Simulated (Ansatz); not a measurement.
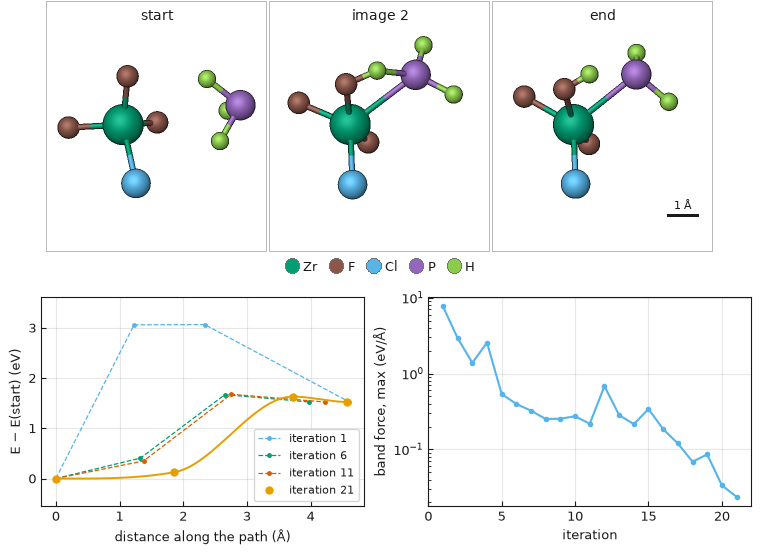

A nudged-elastic-band calculation for ZrPH$_{3}$ClF$_{3}$, made up at the start of ZrClF₃ and PH3. Images are numbered from 0 (start) to 3 (end). The plot follows the band through its iterations. Style: ball-and-stick. Shown at a tilt.

Computed with RKS B3LYP-D4/def2-SVP (Ansatz 0.2.0). Run with 2 movable images; climbing image; force threshold 0.03 eV/Å; iteration limit 60; starting path through a guess of the saddle point.

Question: How did the profile develop, and is the result final?

Answer: The run is converged, with reservations. The band converged in 21 iterations. The largest component of the band force went from 7.7 to 0.024 eV/Å. The climbing image converged on the top of the path. Its curvatures weren't checked. So few images resolve the path coarsely. The first iteration put the highest image at 3.07 eV. Forward barrier 1.63 eV, backward barrier 0.11 eV, with image 2 at the top; the reaction energy is +1.52 eV.

Limits of the set-up: the start holds two separate molecules, 2.6 Å apart at their closest, whose relative position is a soft coordinate.
